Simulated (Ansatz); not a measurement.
## Fields on a plane of SrO (rock salt)

```xyz
2
Lattice="0.0000 2.5611 2.5611 2.5611 0.0000 2.5611 2.5611 2.5611 0.0000" Properties=species:S:1:pos:R:3 pbc="T T T"
O      0.0000     0.0000     0.0000
Sr     2.5611     2.5611     2.5611
```

The slice is a {111} plane (indices of the conventional cell) through the point (0.000, 0.000, 0.000) (fractional), spanned by u = [100] and v = [-1 2 0] in vectors of this cell: u (3.62 Å) and v (6.27 Å, at 90° to u). It covers one period; positions are fractions (u, v).

Atoms on it: O at (0.00, 0.00); O at (0.50, 0.50).

Computed with PBEsol (plane waves to 420 eV, PAW, scalar-relativistic; Ansatz, a program for electronic structure). k mesh 11×11×11. Near the nuclei the fields are pseudised (PAW); where an atom keeps semicore shells as valence, they peak there. SrO was relaxed with its symmetry unable to fall.

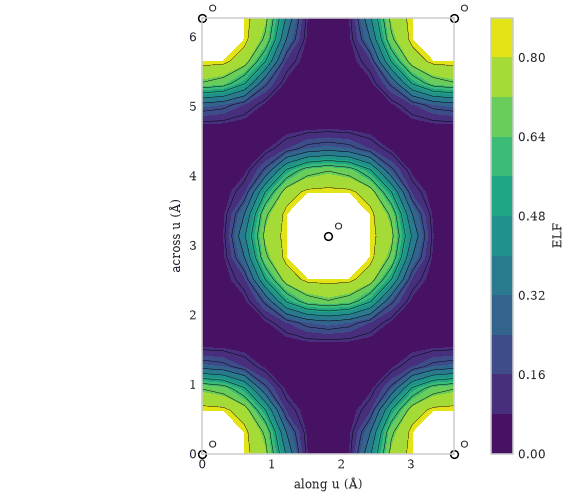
Fig. 1. Electron localisation function (ELF), one period of the plane, atoms marked. Points within 0.5 Å of a nucleus are left white, as the pseudised field means little there.

| v \ u | 0.00 | 0.17 | 0.33 | 0.50 | 0.67 | 0.83 |
|---|---|---|---|---|---|---|
| 0.90 | 0.2 | -0.2 | -1.0 | -1.2 | -1.0 | -0.2 |
| 0.75 | -1.1 | -1.2 | -1.2 | -1.1 | -1.2 | -1.2 |
| 0.60 | -1.2 | -1.0 | -0.2 | 0.2 | -0.2 | -1.0 |
| 0.45 | -1.2 | -0.8 | 0.1 | 0.7 | 0.1 | -0.8 |
| 0.30 | -1.2 | -1.2 | -1.0 | -0.8 | -1.0 | -1.2 |
| 0.15 | -0.4 | -0.7 | -1.1 | -1.2 | -1.1 | -0.7 |
| 0.00 | 0.9 | 0.3 | -0.8 | -1.3 | -0.8 | 0.3 |

Values: log₁₀ of the valence density in e/Å³. The scale is logarithmic, as a density can span decades between atoms and voids.
